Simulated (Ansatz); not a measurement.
**H2OSZn + AsH3: a complex and its separated parts**

The complex below is one end of an elementary step. How strongly is it bound against its free parts?

The runs use Ansatz 0.2.0, Gaussian basis; PBE0-D4/def2-TZVP structures, single points in def2-TZVPP, no counterpoise correction.

Levels: SPW92, PBE-D4, BLYP-D4, r2SCAN-D4, B97M-V, PBE0-D4, B3LYP-D4, r2SCAN0-D4, BHLYP-D4, CAM-B3LYP-D4, wB97X-V, wB97M-V, B2PLYP, PBE-QIDH, RPA on PBE, Hartree-Fock, MP2, CCSD, CCSD(T).

Correlated methods freeze the cores. The 3s and 3p shells of Cu and Zn are frozen; filled d shells are correlated. B3LYP uses VWN-RPA correlation. B2PLYP carries no dispersion term here.

94 further runs of the same task are left out: 94 set aside as unsound or not needed. Runs told in other sessions of the task aren't counted.

### 1 The starting structure

The complex: 9 atoms, charge 0, spin multiplicity 1.

Atoms are counted from 1 here; the program's logs count them from 0.

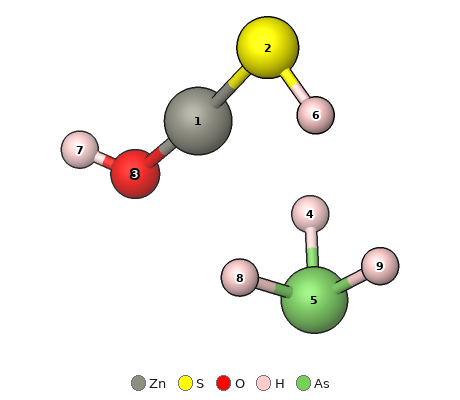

The starting geometry (zinc grey, sulfur yellow, oxygen red, hydrogen pink, arsenic green); atoms are numbered from 1 in the order of the file.

Coordinates:

```mol
AsH5OSZn
  3D, bonds by distance, orders not assigned

  9  7  0  0  0  0  0  0  0  0999 V2000
    0.2411    0.4660   -1.1614 Zn  0  0
    2.3873    0.2635   -1.0332 S   0  0
   -1.5158    0.6668   -1.4127 O   0  0
   -0.7216   -1.3718    0.3363 H   0  0
   -0.9311   -0.7822    1.7267 As  0  0
    2.3533    0.0518    0.2934 H   0  0
   -1.7723    1.1946   -2.1705 H   0  0
   -0.5384    0.6227    1.2803 H   0  0
    0.4976   -1.1114    2.1412 H   0  0
  1  2  8  0
  1  3  8  0
  2  6  8  0
  3  7  8  0
  4  5  8  0
  5  8  8  0
  5  9  8  0
M  END
```

Its parts: H2OSZn holds atoms 1, 2, 3, 6, 7; AsH3 holds atoms 4, 5, 8, 9. Each part counts its atoms afresh in its own runs.

### 2 Relaxing H2OSZn alone

relax-a/in.yaml

```yaml
crystal:
  periodic: [false, false, false]
  atoms:
    - {symbol: Zn, position_ang: [0.241079, 0.465978, -1.161408]}
    - {symbol: S, position_ang: [2.387323, 0.263538, -1.033243]}
    - {symbol: O, position_ang: [-1.515844, 0.666791, -1.412668]}
    - {symbol: H, position_ang: [2.353289, 0.051836, 0.293419]}
    - {symbol: H, position_ang: [-1.772347, 1.194615, -2.170523]}
basis:
  gaussian: {orbitals: def2-TZVP}
hamiltonian: {xc: pbe0, dispersion: d4}
relax: {f_tol: 0.005, max_steps: 200}
```

On the command line:

```
> ansatz run in.yaml --threads 8 --pin off --events-out ev --progress --plain --max-ram 19148MiB
```

The program printed, shortened:

```text
Functional definition: PBE0
  name "PBE0"
  cite "Adamo & Barone, J. Chem. Phys. 110, 6158 (1999) doi:10.1063/1.478522"
  cite "Perdew, Burke & Ernzerhof, Phys. Rev. Lett. 77, 3865 (1996) doi:10.1103/PhysRevLett.77.3865"
  parent pbe
[...]
1051 factors; their error is unknown
[...]
mean field -61324.77396365 eV, -2253.6438757393 hartree, gradient 1.9e-5 eV, S^2 0.000000; 0 other end points of the search recorded, 0 dependent functions left out
[...]
reference -61324.77399295 eV, -2253.6438768161 hartree; 28, 28 occupied and 100, 100 virtual orbitals, 1051 factors
[...]
reference -61324.80941919 eV, -2253.6451787064 hartree; 28, 28 occupied and 100, 100 virtual orbitals, 1051 factors
Total energy: -61324.87324967 eV, -2253.6475244332 hartree
Atom 0 at     0.284367     0.376474    -1.342224 Å, force    -0.001126     0.000275    -0.000123 eV/Å
Atom 1 at     2.384791     0.081802    -0.995131 Å, force     0.000650     0.000002     0.000127 eV/Å
Atom 2 at    -1.459527     0.502948    -1.636452 Å, force    -0.000657     0.000551    -0.000298 eV/Å
Atom 3 at     2.268834     0.299531     0.326799 Å, force     0.000025     0.000020    -0.000066 eV/Å
Atom 4 at    -1.784965     1.382003    -1.837415 Å, force     0.001107    -0.000848     0.000359 eV/Å
Dipole moment:    -0.005024     0.308046     0.103809 e Å
```

Run time: 27 s. Hardware: 8 threads of Intel Xeon at 2.50GHz, shared host; peak memory 0.52 GiB.

The steps of the relaxation: (the energy doesn't fall at every step)

```tsv
step	energy from step 1 (eV)	largest force component (eV/Å)
1	0.0000	0.2817
2	-0.0141	0.4523
3	0.0020	1.3138
4	-0.0256	0.1534
5	-0.0321	0.0964
6	-0.0354	0.0855
7	-0.0357	0.0118
8	-0.0357	0.0020
9	-0.0261	0.2110
10	-0.0357	0.0249
11	-0.0357	0.0011
```

Close pairs (by a distance rule), those that changed most:

```tsv
bond	before (Å)	after (Å)	change (Å)
Zn1–O3	1.786	1.773	-0.013
Zn1–S2	2.160	2.149	-0.010
S2–H4	1.344	1.345	+0.001
O3–H5	0.959	0.959	+0.000
```

### 3 Relaxing AsH3 alone

relax-b/in.yaml

```yaml
crystal:
  periodic: [false, false, false]
  atoms:
    - {symbol: H, position_ang: [-0.721639, -1.371781, 0.336316]}
    - {symbol: As, position_ang: [-0.931098, -0.782179, 1.726659]}
    - {symbol: H, position_ang: [-0.538376, 0.622660, 1.280262]}
    - {symbol: H, position_ang: [0.497612, -1.111357, 2.141187]}
basis:
  gaussian: {orbitals: def2-TZVP}
hamiltonian: {xc: pbe0, dispersion: d4}
relax: {f_tol: 0.005, max_steps: 200}
```

On the command line:

```
> ansatz run in.yaml --threads 8 --pin off --events-out ev --progress --plain --max-ram 19148MiB
```

The program printed, shortened:

```text
[... 5 set-up lines as earlier in the session ...]
[...]
555 factors; their error is unknown
[...]
mean field -60882.34291301 eV, -2237.3848345189 hartree, gradient 5.4e-6 eV, S^2 0.000000; 0 other end points of the search recorded, 0 dependent functions left out
[...]
Total energy: -60882.37107266 eV, -2237.3858693668 hartree
Atom 0 at    -0.720163    -1.359241     0.338766 Å, force     0.000499    -0.001456    -0.000927 eV/Å
Atom 1 at    -0.931969    -0.784573     1.731655 Å, force    -0.000622    -0.000287     0.001241 eV/Å
Atom 2 at    -0.538206     0.611679     1.272640 Å, force     0.000548     0.001512     0.000461 eV/Å
Atom 3 at     0.496838    -1.110521     2.141363 Å, force    -0.000425     0.000231    -0.000774 eV/Å
Dipole moment:     0.056934     0.013856    -0.040349 e Å
```

Run time: 3.4 s. Hardware: 8 threads of Intel Xeon at 2.50GHz, shared host; peak memory 0.52 GiB.

The steps of the relaxation:

```tsv
step	energy from step 1 (eV)	largest force component (eV/Å)
1	0.0000	0.0888
2	-0.0006	0.0483
3	-0.0006	0.0971
4	-0.0011	0.0015
```

Close pairs (by a distance rule), those that changed most:

```tsv
bond	before (Å)	after (Å)	change (Å)
As2–H3	1.525	1.522	-0.004
H1–As2	1.525	1.522	-0.003
As2–H4	1.524	1.522	-0.002
```

### 4 SPW92/def2-TZVPP

parta/in.yaml

```yaml
crystal:
  periodic: [false, false, false]
  atoms:
    - {symbol: Zn, position_ang: [0.284367, 0.376474, -1.342224]}
    - {symbol: S, position_ang: [2.384791, 0.081802, -0.995131]}
    - {symbol: O, position_ang: [-1.459527, 0.502948, -1.636452]}
    - {symbol: H, position_ang: [2.268834, 0.299531, 0.326799]}
    - {symbol: H, position_ang: [-1.784965, 1.382003, -1.837415]}
basis:
  gaussian: {orbitals: def2-TZVPP}
hamiltonian: {xc: lda}
```

partb/in.yaml

```yaml
crystal:
  periodic: [false, false, false]
  atoms:
    - {symbol: H, position_ang: [-0.720163, -1.359241, 0.338766]}
    - {symbol: As, position_ang: [-0.931969, -0.784573, 1.731655]}
    - {symbol: H, position_ang: [-0.538206, 0.611679, 1.272640]}
    - {symbol: H, position_ang: [0.496838, -1.110521, 2.141363]}
basis:
  gaussian: {orbitals: def2-TZVPP}
hamiltonian: {xc: lda}
```

The same command starts each run, in its folder.

On the command line:

```
> ansatz run in.yaml --threads 8 --pin off --events-out ev --progress --plain --max-ram 19148MiB
```

parta printed, shortened:

```text
Functional definition: SPW92
  name "SPW92"
  cite "Dirac, Proc. Camb. Phil. Soc. 26, 376 (1930) doi:10.1017/S0305004100016108"
  cite "Slater, Phys. Rev. 81, 385 (1951) doi:10.1103/PhysRev.81.385"
  cite "Perdew & Wang, Phys. Rev. B 45, 13244 (1992) doi:10.1103/PhysRevB.45.13244"
[...]
1052 factors; their error is unknown
[...]
mean field -61206.84332157 eV, -2249.3100045794 hartree, gradient 2.7e-5 eV, S^2 0.000000; 0 other end points of the search recorded, 0 dependent functions left out
reference -61206.84335970 eV, -2249.3100059803 hartree; 28, 28 occupied and 137, 137 virtual orbitals, 1052 factors
Total energy: -61206.84335970 eV, -2249.3100059803 hartree
```

Output in partb, shortened:

```text
[... 5 set-up lines as earlier in the session ...]
[...]
550 factors; their error is unknown
[...]
mean field -60799.40252319 eV, -2234.3368314119 hartree, gradient 2.8e-5 eV, S^2 0.000000; 0 other end points of the search recorded, 0 dependent functions left out
reference -60799.40255076 eV, -2234.3368324252 hartree; 18, 18 occupied and 72, 72 virtual orbitals, 550 factors
Total energy: -60799.40255076 eV, -2234.3368324252 hartree
```

They took 1.5 s (parta), 0.51 s (partb) on 8 threads of Intel Xeon at 2.50GHz, shared host; peak memory 0.52 GiB.

### 5 PBE-D4/def2-TZVPP

Each input of step 4 (parta, partb) changes in the same lines:

```diff
-hamiltonian: {xc: lda}
+hamiltonian: {xc: pbe, dispersion: d4}
```

The same command starts each run, in its folder.

On the command line:

```
> ansatz run in.yaml --threads 8 --pin off --events-out ev --progress --plain --max-ram 19148MiB
```

Log of parta, shortened:

```text
Functional definition: PBE
  name "PBE"
[... 2 set-up lines as earlier in the session ...]
[...]
1052 factors; their error is unknown
[...]
mean field -61323.59484842 eV, -2253.6005440540 hartree, gradient 1.9e-5 eV, S^2 0.000000; 0 other end points of the search recorded, 0 dependent functions left out
reference -61323.59488904 eV, -2253.6005455467 hartree; 28, 28 occupied and 137, 137 virtual orbitals, 1052 factors
Total energy: -61323.67022524 eV, -2253.6033141011 hartree
```

Output in partb, shortened:

```text
[... 4 set-up lines as earlier in the session ...]
[...]
550 factors; their error is unknown
[...]
mean field -60880.50686773 eV, -2237.3173610994 hartree, gradient 2.8e-5 eV, S^2 0.000000; 0 other end points of the search recorded, 0 dependent functions left out
reference -60880.50689707 eV, -2237.3173621777 hartree; 18, 18 occupied and 72, 72 virtual orbitals, 550 factors
Total energy: -60880.54011843 eV, -2237.3185830402 hartree
```

They took 2.1 s (parta), 0.5 s (partb) on 8 threads of Intel Xeon at 2.50GHz, shared host; peak memory 0.52 GiB.

### 6 BLYP-D4/def2-TZVPP

The same edit goes into each in.yaml of step 5 (parta, partb):

```diff
-hamiltonian: {xc: pbe, dispersion: d4}
+hamiltonian: {xc: {name: BLYP}, dispersion: d4}
```

The same command starts each run, in its folder.

On the command line:

```
> ansatz run in.yaml --threads 8 --pin off --events-out ev --progress --plain --max-ram 19148MiB
```

parta printed, shortened:

```text
Functional definition: BLYP
  name "BLYP"
  cite "Becke, Phys. Rev. A 38, 3098 (1988) doi:10.1103/PhysRevA.38.3098"
  cite "Lee, Yang & Parr, Phys. Rev. B 37, 785 (1988) doi:10.1103/PhysRevB.37.785"
[...]
1052 factors; their error is unknown
[...]
mean field -61339.65835964 eV, -2254.1908672029 hartree, gradient 2.0e-5 eV, S^2 0.000000; 0 other end points of the search recorded, 0 dependent functions left out
reference -61339.65866490 eV, -2254.1908784213 hartree; 28, 28 occupied and 137, 137 virtual orbitals, 1052 factors
Total energy: -61339.82205924 eV, -2254.1968830523 hartree
```

partb printed, shortened:

```text
[... 4 set-up lines as earlier in the session ...]
[...]
550 factors; their error is unknown
[...]
mean field -60891.01595795 eV, -2237.7035630418 hartree, gradient 2.1e-5 eV, S^2 0.000000; 0 other end points of the search recorded, 0 dependent functions left out
reference -60891.01622394 eV, -2237.7035728166 hartree; 18, 18 occupied and 72, 72 virtual orbitals, 550 factors
Total energy: -60891.09388283 eV, -2237.7064267282 hartree
```

Wall times: 1.8 s (parta), 0.51 s (partb) on 8 threads of Intel Xeon at 2.50GHz, shared host; peak memory 0.52 GiB.

### 7 r2SCAN-D4/def2-TZVPP

The same edit goes into each in.yaml of step 6 (parta, partb):

```diff
-hamiltonian: {xc: {name: BLYP}, dispersion: d4}
+hamiltonian: {xc: r2scan, dispersion: d4}
```

The same command starts each run, in its folder.

On the command line:

```
> ansatz run in.yaml --threads 8 --pin off --events-out ev --progress --plain --max-ram 19148MiB
```

Output in parta, shortened:

```text
Functional definition: r2SCAN
  name "r2SCAN"
  cite "Furness, Kaplan, Ning, Perdew & Sun, J. Phys. Chem. Lett. 11, 8208 (2020) doi:10.1021/acs.jpclett.0c02405"
  cite "Furness, Kaplan, Ning, Perdew & Sun, J. Phys. Chem. Lett. 11, 9248 (2020) doi:10.1021/acs.jpclett.0c03077"
  parent r2scan
[...]
1052 factors; their error is unknown
[...]
mean field -61335.56444276 eV, -2254.0404185326 hartree, gradient 3.2e-5 eV, S^2 0.000000; 0 other end points of the search recorded, 0 dependent functions left out
reference -61335.56445547 eV, -2254.0404189996 hartree; 28, 28 occupied and 137, 137 virtual orbitals, 1052 factors
Total energy: -61335.58186809 eV, -2254.0410589018 hartree
```

partb printed, shortened:

```text
[... 5 set-up lines as earlier in the session ...]
[...]
550 factors; their error is unknown
[...]
mean field -60889.55769807 eV, -2237.6499729797 hartree, gradient 2.0e-5 eV, S^2 0.000000; 0 other end points of the search recorded, 0 dependent functions left out
reference -60889.55770589 eV, -2237.6499732668 hartree; 18, 18 occupied and 72, 72 virtual orbitals, 550 factors
Total energy: -60889.56495096 eV, -2237.6502395183 hartree
```

Wall times: 2.5 s (parta), 1.1 s (partb) on 8 threads of Intel Xeon at 2.50GHz, shared host; peak memory 0.52 GiB.

### 8 B97M-V/def2-TZVPP

Each input of step 7 (parta, partb) changes in the same lines:

```diff
-hamiltonian: {xc: r2scan, dispersion: d4}
+hamiltonian: {xc: {name: B97M-V}}
```

The same command starts each run, in its folder.

On the command line:

```
> ansatz run in.yaml --threads 8 --pin off --events-out ev --progress --plain --max-ram 19148MiB
```

Output in parta, shortened:

```text
Functional definition: B97M-V
  name "B97M-V"
  cite "Mardirossian & Head-Gordon, J. Chem. Phys. 142, 074111 (2015) doi:10.1063/1.4907719"
  cite "Becke, J. Chem. Phys. 107, 8554 (1997) doi:10.1063/1.475007"
  cite "Vydrov & Van Voorhis, J. Chem. Phys. 133, 244103 (2010) doi:10.1063/1.3521275"
  # Of w^i u^j: cxij and so on, Table III.
[...]
  gx(w, u) = cx00 + cx01*u + cx02*u^2 + (cx10 + cx11*u)*w
[...]
  gos(w, u) = cos00 + cos01*u + cos03*u^3 + cos10*w + cos32*w^3*u^2
[...]
      + integral(e_c_pw_mod_opposite_spin*gos(b97_w_opposite, b97_u_opposite)) + vv10(b, c)
1052 factors; their error is unknown
[...]
mean field -61324.51249981 eV, -2253.6342671205 hartree, gradient 2.1e-5 eV, S^2 0.000000; 0 other end points of the search recorded, 0 dependent functions left out
reference -61324.51255944 eV, -2253.6342693118 hartree; 28, 28 occupied and 137, 137 virtual orbitals, 1052 factors
Total energy: -61324.51255944 eV, -2253.6342693118 hartree
```

Log of partb, shortened:

```text
[... 5 set-up lines as earlier in the session ...]
  # Of w^i u^j: cxij and so on, Table III.
[...]
  gx(w, u) = cx00 + cx01*u + cx02*u^2 + (cx10 + cx11*u)*w
[...]
  gos(w, u) = cos00 + cos01*u + cos03*u^3 + cos10*w + cos32*w^3*u^2
[...]
      + integral(e_c_pw_mod_opposite_spin*gos(b97_w_opposite, b97_u_opposite)) + vv10(b, c)
550 factors; their error is unknown
[...]
mean field -60878.67492335 eV, -2237.2500383852 hartree, gradient 3.0e-5 eV, S^2 0.000000; 0 other end points of the search recorded, 0 dependent functions left out
reference -60878.67496272 eV, -2237.2500398320 hartree; 18, 18 occupied and 72, 72 virtual orbitals, 550 factors
Total energy: -60878.67496272 eV, -2237.2500398320 hartree
```

They took 3.7 s (parta), 1.4 s (partb) on 8 threads of Intel Xeon at 2.50GHz, shared host; peak memory 0.52 GiB.

### 9 PBE0-D4/def2-TZVPP

The same edit goes into each in.yaml of step 8 (parta, partb):

```diff
-hamiltonian: {xc: {name: B97M-V}}
+hamiltonian: {xc: pbe0, dispersion: d4}
+output: {orbitals: {seedname: orbitals}}
```

One command serves all of them, each in its own folder.

On the command line:

```
> ansatz run in.yaml --threads 8 --pin off --events-out ev --progress --plain --max-ram 19148MiB
```

Output in parta, shortened:

```text
[... 5 set-up lines as earlier in the session ...]
[...]
1168 factors; their error is unknown
[...]
mean field -61324.88922620 eV, -2253.6481115599 hartree, gradient 6.6e-5 eV, S^2 0.000000; 0 other end points of the search recorded, 0 dependent functions left out
reference -61324.88925622 eV, -2253.6481126633 hartree; 28, 28 occupied and 137, 137 virtual orbitals, 1168 factors
Total energy: -61324.95308670 eV, -2253.6504583899 hartree
```

partb printed, shortened:

```text
[... 5 set-up lines as earlier in the session ...]
[...]
600 factors; their error is unknown
[...]
mean field -60882.36469206 eV, -2237.3856348844 hartree, gradient 3.0e-5 eV, S^2 0.000000; 0 other end points of the search recorded, 0 dependent functions left out
reference -60882.36471400 eV, -2237.3856356907 hartree; 18, 18 occupied and 72, 72 virtual orbitals, 600 factors
Total energy: -60882.39179530 eV, -2237.3866309100 hartree
```

They took 2 s (parta), 0.6 s (partb) on 8 threads of Intel Xeon at 2.50GHz, shared host; peak memory 0.52 GiB.

### 10 B3LYP-D4/def2-TZVPP

Each input of step 9 (parta, partb) changes in the same lines:

```diff
-hamiltonian: {xc: pbe0, dispersion: d4}
-output: {orbitals: {seedname: orbitals}}
+hamiltonian: {xc: {name: B3LYP}, dispersion: d4}
```

Each run has its own folder and the same command.

On the command line:

```
> ansatz run in.yaml --threads 8 --pin off --events-out ev --progress --plain --max-ram 19148MiB
```

Output in parta, shortened:

```text
Functional definition: B3LYP
  name "B3LYP"
  cite "Stephens, Devlin, Chabalowski & Frisch, J. Phys. Chem. 98, 11623 (1994) doi:10.1021/j100096a001"
[... 2 set-up lines as earlier in the session ...]
  cite "Vosko, Wilk & Nusair, Can. J. Phys. 58, 1200 (1980) doi:10.1139/p80-159"
[...]
1129 factors; their error is unknown
[...]
mean field -61339.55720216 eV, -2254.1871497341 hartree, gradient 8.6e-5 eV, S^2 0.000000; 0 other end points of the search recorded, 0 dependent functions left out
reference -61339.55743024 eV, -2254.1871581159 hartree; 28, 28 occupied and 137, 137 virtual orbitals, 1129 factors
Total energy: -61339.68058596 eV, -2254.1916840053 hartree
```

Output in partb, shortened:

```text
[... 6 set-up lines as earlier in the session ...]
[...]
593 factors; their error is unknown
[...]
mean field -60891.22395695 eV, -2237.7112068639 hartree, gradient 3.2e-5 eV, S^2 0.000000; 0 other end points of the search recorded, 0 dependent functions left out
reference -60891.22415575 eV, -2237.7112141695 hartree; 18, 18 occupied and 72, 72 virtual orbitals, 593 factors
Total energy: -60891.27847602 eV, -2237.7132104029 hartree
```

They took 1.9 s (parta), 0.61 s (partb) on 8 threads of Intel Xeon at 2.50GHz, shared host; peak memory 0.52 GiB.

### 11 r2SCAN0-D4/def2-TZVPP

Each input of step 10 (parta, partb) changes in the same lines:

```diff
-hamiltonian: {xc: {name: B3LYP}, dispersion: d4}
+hamiltonian: {xc: {name: r2SCAN0}, dispersion: d4}
```

One command serves all of them, each in its own folder.

On the command line:

```
> ansatz run in.yaml --threads 8 --pin off --events-out ev --progress --plain --max-ram 19148MiB
```

Log of parta, shortened:

```text
Functional definition: r2SCAN0
  name "r2SCAN0"
  cite "Bursch, Neugebauer, Ehlert & Grimme, J. Chem. Phys. 156, 134105 (2022) doi:10.1063/5.0086040"
[... 3 set-up lines as earlier in the session ...]
[...]
1168 factors; their error is unknown
[...]
mean field -61334.02549838 eV, -2253.9838633699 hartree, gradient 5.7e-5 eV, S^2 0.000000; 0 other end points of the search recorded, 0 dependent functions left out
reference -61334.02550848 eV, -2253.9838637410 hartree; 28, 28 occupied and 137, 137 virtual orbitals, 1168 factors
Total energy: -61334.04669371 eV, -2253.9846422837 hartree
```

Log of partb, shortened:

```text
[... 6 set-up lines as earlier in the session ...]
[...]
600 factors; their error is unknown
[...]
mean field -60889.18232603 eV, -2237.6361783115 hartree, gradient 2.4e-5 eV, S^2 0.000000; 0 other end points of the search recorded, 0 dependent functions left out
reference -60889.18233223 eV, -2237.6361785395 hartree; 18, 18 occupied and 72, 72 virtual orbitals, 600 factors
Total energy: -60889.19081467 eV, -2237.6364902631 hartree
```

Times: 3 s (parta), 1.2 s (partb) on 8 threads of Intel Xeon at 2.50GHz, shared host; peak memory 0.52 GiB.

### 12 BHLYP-D4/def2-TZVPP

The same edit goes into each in.yaml of step 11 (parta, partb):

```diff
-hamiltonian: {xc: {name: r2SCAN0}, dispersion: d4}
+hamiltonian: {xc: {name: BHLYP}, dispersion: d4}
```

Each run has its own folder and the same command.

On the command line:

```
> ansatz run in.yaml --threads 8 --pin off --events-out ev --progress --plain --max-ram 19148MiB
```

parta printed, shortened:

```text
Functional definition: BHLYP
  name "BHLYP"
  cite "Becke, J. Chem. Phys. 98, 1372 (1993) doi:10.1063/1.464304"
[... 2 set-up lines as earlier in the session ...]
[...]
1270 factors; their error is unknown
[...]
mean field -61335.37096107 eV, -2254.0333082118 hartree, gradient 2.0e-5 eV, S^2 0.000000; 0 other end points of the search recorded, 0 dependent functions left out
reference -61335.37111362 eV, -2254.0333138179 hartree; 28, 28 occupied and 137, 137 virtual orbitals, 1270 factors
Total energy: -61335.47625668 eV, -2254.0371777540 hartree
```

Output in partb, shortened:

```text
[... 5 set-up lines as earlier in the session ...]
[...]
635 factors; their error is unknown
[...]
mean field -60889.36597545 eV, -2237.6429273031 hartree, gradient 1.2e-5 eV, S^2 0.000000; 0 other end points of the search recorded, 0 dependent functions left out
reference -60889.36611058 eV, -2237.6429322691 hartree; 18, 18 occupied and 72, 72 virtual orbitals, 635 factors
Total energy: -60889.40468295 eV, -2237.6443497777 hartree
```

Wall times: 1.9 s (parta), 0.61 s (partb) on 8 threads of Intel Xeon at 2.50GHz, shared host; peak memory 0.52 GiB.

[end of part 1 of 2]
